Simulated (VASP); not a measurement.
# Na2YAuI6: the relaxed cell at several levels, part 2 of 3

Aim: relax Na2YAuI6 with several functionals and dispersion schemes, and compare the cells. The cell is invented: it takes the structure of a Materials Project entry for K2InAuI6 (space group 225 there), with some of its atoms replaced by other elements, volume scaled by an estimate. It may not be a known or stable phase.

VASP 6.6.1, plane waves and PAW; the level of theory is named at each step.

So far. Step 2 (Relaxation with PBE): It ends with a largest force of 0.009 eV/Å and a pressure of 0.01 GPa. The conventional cell has a = 11.996 Å.

## (3) Relaxation with LDA

This step: LDA; plane waves and PAW (Au, I, Y_sv, Na_pv); invented cell (VASP 6.6.1).

LDA, the lowest rung, knows the local density alone.

The input, INCAR:

```
SYSTEM = Na2YAuI6
PREC = Accurate
ENCUT = 520
EDIFF = 1E-06
NELM = 100
ISMEAR = -1
SIGMA = 0.05
LREAL = .FALSE.
ALGO = Normal
GGA = CA
LORBIT = 11
LWAVE = .FALSE.
LCHARG = .FALSE.
KPAR = 4
IBRION = 2
NSW = 60
ISIF = 3
EDIFFG = -0.01
```

The input, POSCAR:

```
Na2YAuI6
1.0
    0.0000000000      5.7606010000      5.7606010000
    5.7606010000      0.0000000000      5.7606010000
    5.7606010000      5.7606010000      0.0000000000
Au I Y Na
1 6 1 2
Direct
    0.5000000000      0.5000000000      0.5000000000
    0.7478780000      0.2521220000      0.2521220000
    0.2521220000      0.2521220000      0.7478780000
    0.2521220000      0.7478780000      0.7478780000
    0.2521220000      0.7478780000      0.2521220000
    0.7478780000      0.2521220000      0.7478780000
    0.7478780000      0.7478780000      0.2521220000
    0.0000000000      0.0000000000      0.0000000000
    0.7500000000      0.7500000000      0.7500000000
    0.2500000000      0.2500000000      0.2500000000
```

The input, KPOINTS:

```
Automatic mesh
0
Gamma
4 4 4
0 0 0
```

The projector-augmented-wave data sets are Au, I, Y_sv and Na_pv (PBE family, release 64).

The run is started by

```console
$ mpirun -np 4 vasp_std
```

Output:

```text
[banner, memory and clock lines left out]
running    4 mpi-ranks, on    1 nodes
 distrk:  each k-point on    1 cores,    4 groups
 distr:  one band on    1 cores,    1 groups

 POSCAR found type information on POSCAR AuI Y Na
 POSCAR found :  4 types and      10 ions
|                                                                             |
|               ----> ADVICE to this user running VASP <----                  |
|                                                                             |
|     You enforced a specific xc type in the INCAR file but a different       |
|     [... a line on the potential file left out ...]
|     I HOPE YOU KNOW WHAT YOU ARE DOING!                                     |
|                                                                             |

 LDA part: xc-table for (Slater(with rela. corr.)+CA(PZ))
 , standard interpolation
 POSCAR, INCAR and KPOINTS ok, starting setup
 FFT: planning ... GRIDC
 FFT: planning ... GRID_SOFT
 FFT: planning ... GRID
 WAVECAR not read
 entering main loop
       N       E                     dE             d eps       ncg     rms          rms(c)
DAV:   1     0.594609579159E+03    0.59461E+03   -0.33118E+04   744   0.148E+03
DAV:   2     0.303688479167E+02   -0.56424E+03   -0.54609E+03   886   0.315E+02
DAV:   3    -0.323232391112E+02   -0.62692E+02   -0.61564E+02   920   0.109E+02
DAV:   4    -0.358624231977E+02   -0.35392E+01   -0.35251E+01  1188   0.235E+01
DAV:   5    -0.359611430434E+02   -0.98720E-01   -0.98600E-01  1078   0.363E+00    0.340E+01
DAV:   6    -0.347394742042E+02    0.12217E+01   -0.28999E+00   802   0.103E+01    0.225E+01
DAV:   7    -0.345867239630E+02    0.15275E+00   -0.24965E+00   962   0.552E+00    0.439E+00
DAV:   8    -0.345213892911E+02    0.65335E-01   -0.27112E-01   932   0.225E+00    0.167E+00
DAV:   9    -0.345136643079E+02    0.77250E-02   -0.69706E-02   942   0.102E+00    0.640E-01
DAV:  10    -0.345130618765E+02    0.60243E-03   -0.38137E-03  1012   0.272E-01    0.244E-01
DAV:  11    -0.345124288089E+02    0.63307E-03   -0.65683E-04  1004   0.123E-01    0.589E-02
DAV:  12    -0.345122866562E+02    0.14215E-03   -0.28896E-04  1116   0.732E-02    0.580E-02
DAV:  13    -0.345122772447E+02    0.94115E-05   -0.37949E-05   958   0.268E-02    0.811E-03
DAV:  14    -0.345122767268E+02    0.51789E-06   -0.33518E-06   832   0.775E-03
   1 F= -.34512277E+02 E0= -.34512273E+02  d E =-.345123E+02
 curvature:   0.00 expect dE= 0.000E+00 dE for cont linesearch  0.000E+00
 trial: gam= 0.00000 g(F)=  0.729E-02 g(S)=  0.761E-01 ort = 0.000E+00 (trialstep = 0.100E+01)
 search vector abs. value=  0.834E-01
 bond charge predicted
       N       E                     dE             d eps       ncg     rms          rms(c)
DAV:   1    -0.350356566637E+02   -0.52338E+00   -0.11566E+01   778   0.209E+01    0.517E+00
DAV:   2    -0.346538265405E+02    0.38183E+00   -0.10915E+00   946   0.643E+00    0.213E+00
DAV:   3    -0.345640044719E+02    0.89822E-01   -0.23870E-01   944   0.239E+00    0.144E+00
DAV:   4    -0.345507215877E+02    0.13283E-01   -0.59927E-02  1140   0.105E+00    0.893E-01
DAV:   5    -0.345505721439E+02    0.14944E-03   -0.16042E-02  1048   0.625E-01    0.545E-01
DAV:   6    -0.345509118564E+02   -0.33971E-03   -0.29393E-03  1080   0.243E-01    0.186E-01
DAV:   7    -0.345508551225E+02    0.56734E-04   -0.58593E-04  1228   0.124E-01    0.105E-01
DAV:   8    -0.345508645389E+02   -0.94164E-05   -0.17004E-04   864   0.682E-02    0.727E-02
DAV:   9    -0.345508605735E+02    0.39654E-05   -0.83201E-05   896   0.569E-02    0.177E-02
DAV:  10    -0.345508615684E+02   -0.99490E-06   -0.10171E-05   826   0.124E-02    0.153E-02
DAV:  11    -0.345508614950E+02    0.73429E-07   -0.54787E-07   476   0.439E-03
   2 F= -.34550861E+02 E0= -.34550859E+02  d E =-.385848E-01
[...]
3 F= -.34550988E+02 E0= -.34550986E+02  d E =-.387114E-01
[...]
4 F= -.34550977E+02 E0= -.34550974E+02  d E =-.386998E-01
[...]
5 F= -.34551187E+02 E0= -.34551185E+02  d E =-.210602E-03
 trial-energy change:   -0.000211  1 .order   -0.000212   -0.000294   -0.000130
 step:   1.7785(harm=  1.7785)  dis= 0.00271  next Energy=   -34.551240 (dE=-0.264E-03)
 bond charge predicted
       N       E                     dE             d eps       ncg     rms          rms(c)
DAV:   1    -0.345512807539E+02   -0.93448E-04   -0.83465E-03   754   0.380E-01    0.714E-02
DAV:   2    -0.345512607498E+02    0.20004E-04   -0.52247E-04   824   0.108E-01    0.659E-02
DAV:   3    -0.345512483418E+02    0.12408E-04   -0.29868E-05   874   0.265E-02    0.404E-02
DAV:   4    -0.345512411511E+02    0.71907E-05   -0.23271E-05   988   0.183E-02    0.110E-02
DAV:   5    -0.345512412635E+02   -0.11237E-06   -0.56754E-06   914   0.960E-03
   6 F= -.34551241E+02 E0= -.34551239E+02  d E =-.264702E-03
 curvature:  -0.92 expect dE=-0.172E-04 dE for cont linesearch -0.348E-07
 trial: gam=-0.04909 g(F)=  0.649E-06 g(S)=  0.181E-04 ort = 0.341E-05 (trialstep = 0.115E+01)
 search vector abs. value=  0.192E-04
 reached required accuracy - stopping structural energy minimisation
```

Run time: 5.2 min. Hardware: 4 MPI ranks of AMD EPYC 7R43, shared host; peak memory 2.1 GiB; 21 min of CPU time.

Parts of OUTCAR (step 3):

```text
The static configuration has the point symmetry O_h .

 Found      8 irreducible k-points:

   NELECT =      78.0000    total number of electrons

 E-fermi :   2.7241

 k-point     1 :       0.0000    0.0000    0.0000
  band No.  band energies     occupation
    ...
     35       1.3949      2.00000
     36       1.3949      2.00000
     37       1.4481      2.00000
     38       1.4481      2.00000
     39       1.4481      2.00000
     40       3.1688      0.00027
     41       3.6870      0.00000
     42       3.9005      0.00000
     43       4.4709      0.00000
     44       4.4709      0.00000
    ...

 k-point     2 :       0.2500    0.0000    0.0000
  band No.  band energies     occupation
    ...
     35       1.1939      2.00000
     36       1.1939      2.00000
     37       1.2969      2.00000
     38       1.8435      2.00000
     39       1.8435      2.00000
     40       3.7024      0.00000
     41       4.1551      0.00000
     42       4.2969      0.00000
     43       4.5882      0.00000
     44       4.5882      0.00000
    ...

  Total       -0.0353873     -0.0353873     -0.0353873      0.0000000     -0.0000000      0.0000000
  in kB       -0.1437834     -0.1437834     -0.1437834      0.0000000     -0.0000000      0.0000000
  external PRESSURE =      -0.1437834 kB  Pullay stress =       0.0000000 kB

  energy-cutoff  :      520.00
  volume of cell :      394.32
      direct lattice vectors                 reciprocal lattice vectors
    -0.000000000  5.820226640  5.820226640    -0.085907308  0.085907308  0.085907308
     5.820226640  0.000000000  5.820226640     0.085907308 -0.085907308  0.085907308
     5.820226640  5.820226640  0.000000000     0.085907308  0.085907308 -0.085907308

 POSITION                                       TOTAL-FORCE (eV/Angst)
 -----------------------------------------------------------------------------------
      5.82023      5.82023      5.82023         0.000000      0.000000     -0.000000
      2.94497      5.82023      5.82023        -0.001497      0.000000     -0.000000
      5.82023      5.82023      2.94497         0.000000      0.000000     -0.001497
      8.69548      5.82023      5.82023         0.001497      0.000000     -0.000000
      5.82023      2.94497      5.82023         0.000000     -0.001497     -0.000000
      5.82023      8.69548      5.82023         0.000000      0.001497     -0.000000
      5.82023      5.82023      8.69548         0.000000      0.000000      0.001497
      0.00000      0.00000      0.00000         0.000000      0.000000     -0.000000
      8.73034      8.73034      8.73034         0.000000      0.000000     -0.000000
      2.91011      2.91011      2.91011        -0.000000      0.000000     -0.000000
 -----------------------------------------------------------------------------------
    total drift:                               -0.000000     -0.000000     -0.000000

  FREE ENERGIE OF THE ION-ELECTRON SYSTEM (eV)
  ---------------------------------------------------
  free  energy   TOTEN  =       -34.5512412635 eV

  energy  without entropy=      -34.5512363542  energy(sigma->0) =      -34.55123881

 total charge
# of ion       s       p       d       f       tot
--------------------------------------------------
    1        0.427   0.246   8.956   0.000   9.629
    2        1.510   2.785   0.019   0.000   4.314
    3        1.510   2.785   0.019   0.000   4.314
    4        1.510   2.785   0.019   0.000   4.314
    5        1.510   2.785   0.019   0.000   4.314
    6        1.510   2.785   0.019   0.000   4.314
    7        1.510   2.785   0.019   0.000   4.314
    8        2.198   6.366   0.962   0.059   9.585
    9        0.012   5.953   0.000   0.000   5.965
   10        0.012   5.953   0.000   0.000   5.965
--------------------------------------------------
tot         11.708  35.228  10.034   0.059  57.028

[... 8 parts as in an earlier step ...]

[... 5 further parts left out ...]
```

CONTCAR:

```
Na2YAuI6
   1.00000000000000
    -0.0000000000000000    5.8202266401189942    5.8202266401189942
     5.8202266401189942    0.0000000000000000    5.8202266401189942
     5.8202266401189942    5.8202266401189942    0.0000000000000000
  Au              I               Y               Na
     1     6     1     2
Direct
     0.5000000000000000    0.5000000000000000    0.5000000000000000
     0.7470055321234003    0.2529944678765999    0.2529944678765999
     0.2529944678765999    0.2529944678765999    0.7470055321234003
     0.2529944678765999    0.7470055321234003    0.7470055321234003
     0.2529944678765999    0.7470055321234003    0.2529944678765999
     0.7470055321234003    0.2529944678765999    0.7470055321234003
     0.7470055321234003    0.7470055321234003    0.2529944678765999
     0.0000000000000000    0.0000000000000000    0.0000000000000000
     0.7500000000000000    0.7500000000000000    0.7500000000000000
     0.2500000000000000    0.2500000000000000    0.2500000000000000
```

The PAW data sets were made with PBE, though LDA sets exist; this is a small mismatch.

Relaxation path:

| step | energy less that of the first step (eV) | largest force (eV/Å) | pressure (GPa) | volume (Å³) |
| --- | --- | --- | --- | --- |
| 1 | 0.0000 | 0.1587 | 0.96 | 382.33 |
| 2 | -0.0386 | 0.0228 | -0.07 | 395.16 |
| 3 | -0.0387 | 0.0300 | -0.01 | 394.42 |
| 4 | -0.0387 | 0.0275 | -0.04 | 394.66 |
| 5 | -0.0389 | 0.0115 | -0.02 | 394.47 |
| 6 | -0.0390 | 0.0015 | -0.01 | 394.32 |

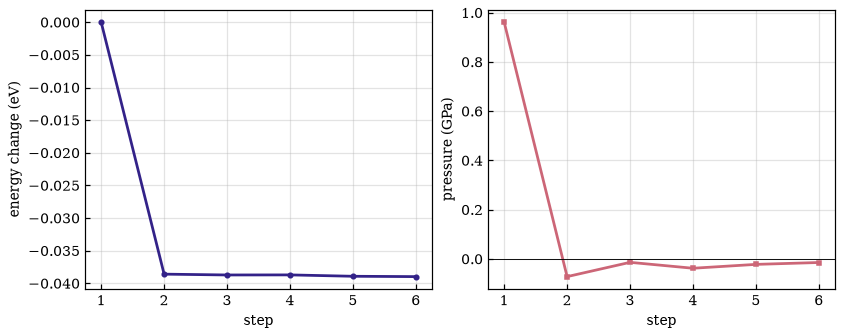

Energy and pressure along the relaxation.

| conventional cell, symmetrised | before | after | change |
| --- | --- | --- | --- |
| a (Å) | 11.521 | 11.640 | +1.0 % |
| b (Å) | 11.521 | 11.640 | +1.0 % |
| c (Å) | 11.521 | 11.640 | +1.0 % |
| volume (Å³/atom) | 38.23 | 39.43 | +3.1 % |

The atoms that moved most (Å, as changes of fractional coordinates times the final cell):

| atom | dx | dy | dz | length |
| --- | --- | --- | --- | --- |
| I2 | 0.010 | 0.000 | 0.000 | 0.010 |
| I3 | 0.000 | 0.000 | 0.010 | 0.010 |
| I4 | -0.010 | 0.000 | 0.000 | 0.010 |
| I5 | 0.000 | 0.010 | 0.000 | 0.010 |
| I7 | 0.000 | 0.000 | -0.010 | 0.010 |
| I6 | 0.000 | -0.010 | 0.000 | 0.010 |

Final coordinates:

```xyz
10
Lattice="0.0000 5.8202 5.8202 5.8202 0.0000 5.8202 5.8202 5.8202 0.0000" Properties=species:S:1:pos:R:3 pbc="T T T"
Au    5.8202    5.8202    5.8202
I     2.9450    5.8202    5.8202
I     5.8202    5.8202    2.9450
I     8.6955    5.8202    5.8202
I     5.8202    2.9450    5.8202
I     5.8202    8.6955    5.8202
I     5.8202    5.8202    8.6955
Y     0.0000    0.0000    0.0000
Na    8.7303    8.7303    8.7303
Na    2.9101    2.9101    2.9101
```

Numbers from this step:

| Quantity | Value |
| --- | --- |
| free energy (TOTEN) | -34.55 eV |
| Fermi energy | 2.724 eV |
| pressure | -0.01438 GPa |
| SCF cycles over all ionic steps | 47 |
| gap on the k-mesh | 1.029 eV |
| least direct gap on the k-mesh | 1.721 eV |

It ends at 39.43 Å³/atom, +3.1 % from the start, with -0.01 GPa left. The conventional cell has a = 11.640 Å.

## (4) Relaxation with PBEsol

This step: PBEsol; plane waves and PAW (Au, I, Y_sv, Na_pv); invented cell (VASP 6.6.1).

PBEsol restores the gradient expansion of exchange and is tuned for the cells of solids.

Edit INCAR of step 3 so:

```diff
@@ -9,3 +9,3 @@
 ALGO = Normal
-GGA = CA
+GGA = PS
 LORBIT = 11
```

POSCAR is that of step 3.

KPOINTS is that of step 3.

The run is started by

```console
$ mpirun -np 4 vasp_std
```

Output:

```text
[banner, memory and clock lines left out]
running    4 mpi-ranks, on    1 nodes
[...]
[... a notice as in an earlier step ...]

 LDA part: xc-table for (Slater+PW92), standard interpolation
 POSCAR, INCAR and KPOINTS ok, starting setup
[...]
entering main loop
       N       E                     dE             d eps       ncg     rms          rms(c)
DAV:   1     0.597493148420E+03    0.59749E+03   -0.33154E+04   752   0.148E+03
DAV:   2     0.329431153465E+02   -0.56455E+03   -0.54594E+03   886   0.313E+02
DAV:   3    -0.299160975234E+02   -0.62859E+02   -0.61794E+02   920   0.109E+02
DAV:   4    -0.333786883442E+02   -0.34626E+01   -0.34480E+01  1210   0.234E+01
[...]
DAV:  12    -0.321626635926E+02    0.13255E-04   -0.45131E-04  1092   0.976E-02    0.658E-02
DAV:  13    -0.321626570536E+02    0.65390E-05   -0.82047E-05   936   0.427E-02    0.148E-02
DAV:  14    -0.321626570346E+02    0.19006E-07   -0.47832E-06   858   0.106E-02
   1 F= -.32162657E+02 E0= -.32162655E+02  d E =-.321627E+02
[... from here on, the cycles between the ionic steps are left out ...]
   2 F= -.32303207E+02 E0= -.32303206E+02  d E =-.140550E+00
   3 F= -.32303327E+02 E0= -.32303325E+02  d E =-.140669E+00
   4 F= -.32303431E+02 E0= -.32303429E+02  d E =-.104275E-03
   5 F= -.32303472E+02 E0= -.32303470E+02  d E =-.145035E-03
[...]
reached required accuracy - stopping structural energy minimisation
```

It took 4.3 min on 4 MPI ranks; peak memory 2.9 GiB.

OUTCAR, selected parts (step 4):

```text
  Total        0.0007714      0.0007714      0.0007714     -0.0000000      0.0000000      0.0000000
  in kB        0.0030348      0.0030348      0.0030348     -0.0000000      0.0000000      0.0000000
  external PRESSURE =       0.0030348 kB  Pullay stress =       0.0000000 kB

 POSITION                                       TOTAL-FORCE (eV/Angst)
 -----------------------------------------------------------------------------------
      5.88316      5.88316      5.88316         0.000000      0.000000      0.000000
      2.97172      5.88316      5.88316        -0.000107      0.000000      0.000000
      5.88316      5.88316      2.97172         0.000000      0.000000     -0.000107
      8.79461      5.88316      5.88316         0.000107      0.000000      0.000000
      5.88316      2.97172      5.88316         0.000000     -0.000107      0.000000
      5.88316      8.79461      5.88316         0.000000      0.000107      0.000000
      5.88316      5.88316      8.79461         0.000000      0.000000      0.000107
      0.00000      0.00000      0.00000         0.000000      0.000000      0.000000
      8.82474      8.82474      8.82474         0.000000      0.000000      0.000000
      2.94158      2.94158      2.94158         0.000000      0.000000      0.000000
 -----------------------------------------------------------------------------------
    total drift:                               -0.000000     -0.000000     -0.000000

  FREE ENERGIE OF THE ION-ELECTRON SYSTEM (eV)
  ---------------------------------------------------
  free  energy   TOTEN  =       -32.3034715608 eV

  energy  without entropy=      -32.3034688860  energy(sigma->0) =      -32.30347022

[... 2 parts as in an earlier step ...]

[... 2 further parts left out ...]
[key lines of the parts left out:]
E-fermi :   2.5919
```

The PAW data sets were made with PBE, which is usual practice but a small mismatch for other functionals.

Relaxation path:

| step | energy less that of the first step (eV) | largest force (eV/Å) | pressure (GPa) | volume (Å³) |
| --- | --- | --- | --- | --- |
| 1 | 0.0000 | 0.1533 | 1.89 | 382.33 |
| 2 | -0.1405 | 0.0260 | -0.04 | 407.83 |
| 3 | -0.1407 | 0.0213 | 0.01 | 407.05 |
| 4 | -0.1408 | 0.0112 | 0.00 | 407.14 |
| 5 | -0.1408 | 0.0001 | 0.00 | 407.25 |

| conventional cell, symmetrised | before | after | change |
| --- | --- | --- | --- |
| a (Å) | 11.521 | 11.766 | +2.1 % |
| b (Å) | 11.521 | 11.766 | +2.1 % |
| c (Å) | 11.521 | 11.766 | +2.1 % |
| volume (Å³/atom) | 38.23 | 40.73 | +6.5 % |

The relaxed structure:

```xyz
10
Lattice="0.0000 5.8832 5.8832 5.8832 0.0000 5.8832 5.8832 5.8832 0.0000" Properties=species:S:1:pos:R:3 pbc="T T T"
Au    5.8832    5.8832    5.8832
I     2.9717    5.8832    5.8832
I     5.8832    5.8832    2.9717
I     8.7946    5.8832    5.8832
I     5.8832    2.9717    5.8832
I     5.8832    8.7946    5.8832
I     5.8832    5.8832    8.7946
Y     0.0000    0.0000    0.0000
Na    8.8247    8.8247    8.8247
Na    2.9416    2.9416    2.9416
```

It ends at 40.73 Å³/atom, +6.5 % from the start, with 0.00 GPa left. The conventional cell has a = 11.766 Å.

## (5) Relaxation with r2SCAN

This step: r2SCAN; plane waves and PAW (Au, I, Y_sv, Na_pv); invented cell (VASP 6.6.1).

r2SCAN adds the kinetic-energy density, costs more than a GGA and is run with LASPH.

Edit INCAR of step 4 so:

```diff
@@ -9,3 +9,4 @@
 ALGO = Normal
-GGA = PS
+METAGGA = R2SCAN
+LASPH = .TRUE.
 LORBIT = 11
```

POSCAR is that of step 4.

KPOINTS is that of step 4.

The run is started by

```console
$ mpirun -np 4 vasp_std
```

Output:

```text
[banner, memory and clock lines left out]
running    4 mpi-ranks, on    1 nodes
[...]
[... a notice as in an earlier step ...]

 LDA part: xc-table for (None), standard interpolation
 POSCAR, INCAR and KPOINTS ok, starting setup
[...]
entering main loop
       N       E                     dE             d eps       ncg     rms          rms(c)
DAV:   1     0.397857969643E+03    0.39786E+03   -0.34051E+04   744   0.152E+03
DAV:   2    -0.182543478330E+03   -0.58040E+03   -0.56121E+03   888   0.324E+02
DAV:   3    -0.247089547304E+03   -0.64546E+02   -0.63369E+02   952   0.112E+02
DAV:   4    -0.250751967419E+03   -0.36624E+01   -0.36443E+01  1234   0.228E+01
[...]
DAV:  14    -0.234907283449E+03    0.11785E-05   -0.15393E-04   844   0.610E-02    0.280E-02
DAV:  15    -0.234907271262E+03    0.12187E-04   -0.55671E-05   918   0.383E-02    0.368E-02
DAV:  16    -0.234907271463E+03   -0.20054E-06   -0.48505E-06   768   0.119E-02
   1 F= -.23490727E+03 E0= -.23490727E+03  d E =-.234907E+03
[... from here on, the cycles between the ionic steps are left out ...]
   2 F= -.23531610E+03 E0= -.23531610E+03  d E =-.408828E+00
   3 F= -.23531696E+03 E0= -.23531696E+03  d E =-.409692E+00
   4 F= -.23531683E+03 E0= -.23531683E+03  d E =-.409560E+00
[...]
hard stop encountered!  aborting job ...
[...]
|     The electronic self-consistency was not achieved in the given           |
[...]
soft stop encountered!  aborting job ...
   5 F= -.23532107E+03 E0= -.23532107E+03  d E =-.382081E-07
 deleting file STOPCAR
```

The job ended after 16 min (4 MPI ranks; peak memory 3.2 GiB).

The run was stopped at its time limit, by a STOPCAR file.

By then 4 ionic steps had been finished.

More ranks or a longer limit would be the way on, or going on from the last geometry.

(Continued in part 3 of 3.)

[Lines on the potential files, build, host, timing and source positions are cut from VASP's logs without a mark.]

[Logs are printed without paths, hosts, clocks, repeated set-up lines and the standing remarks that a program may print on its own settings, such as how far it seeks lower states.]

[Hosts, paths, dates, database ids (printed as entryN), source tags and the programs' standing remarks are cut or masked in the printed files.]

[A measured line is paired with the nearest computed mode of its activity, which favours agreement.]
